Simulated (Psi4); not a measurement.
Intermolecular potential of C2H6O ··· CH4S (SMILES COC and CS). Monomers: optimised at B3LYP-D3(BJ) (def2-TZVP), held rigid. Orientation: lowest of the rigid-body minima from ten starts at GFN2-xTB. The monomers approach along the line of their centres of mass (distance R); nothing else relaxes.

Calculation: SAPT0/jun-cc-pVDZ, frozen core in Psi4 1.11.

Components in kcal/mol:

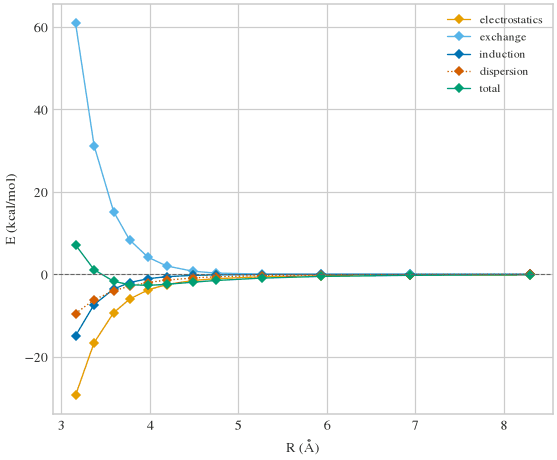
Figure: Components of the interaction energy.

| R / Å | electrostatics | exchange | induction | dispersion | total |
|---|---|---|---|---|---|
| 3.16 | -29.39 | 60.98 | -14.92 | -9.53 | 7.14 |
| 3.37 | -16.59 | 31.21 | -7.35 | -6.16 | 1.11 |
| 3.59 | -9.33 | 15.22 | -3.57 | -4.00 | -1.69 |
| 3.77 | -6.01 | 8.37 | -2.01 | -2.87 | -2.53 |
| 3.98 | -3.76 | 4.13 | -1.06 | -1.99 | -2.68 |
| 4.19 | -2.48 | 2.02 | -0.57 | -1.40 | -2.43 |
| 4.49 | -1.50 | 0.73 | -0.26 | -0.88 | -1.91 |
| 4.75 | -1.05 | 0.30 | -0.14 | -0.60 | -1.49 |
| 5.26 | -0.62 | 0.05 | -0.05 | -0.30 | -0.92 |
| 5.93 | -0.36 | 0.00 | -0.02 | -0.14 | -0.51 |
| 6.94 | -0.19 | 0.00 | -0.01 | -0.05 | -0.24 |
| 8.29 | -0.09 | 0.00 | 0.00 | -0.02 | -0.11 |
